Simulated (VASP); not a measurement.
Band structure of MgTe. All values below come from PBE GGA, VASP's PBE PAW potentials (set 64) (plane waves; VASP).

The cell holds a wide vacuum, so values per volume refer to the whole cell. Unless said otherwise, spin-orbit coupling is left out, though it shifts the bands of the heavy elements here.

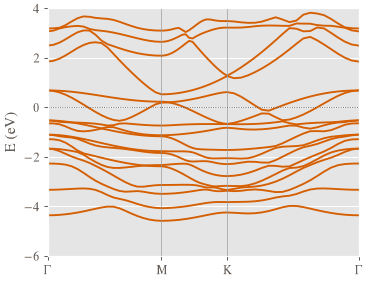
Bands along high-symmetry lines, zero at the valence-band maximum or, without a gap, the Fermi level

Task: Read the plot: is there a gap, and where are the band edges?

Result: It has no gap at this level: it comes out as a metal or semimetal.

The cell is a sheet with vacuum, built from a generated structure.
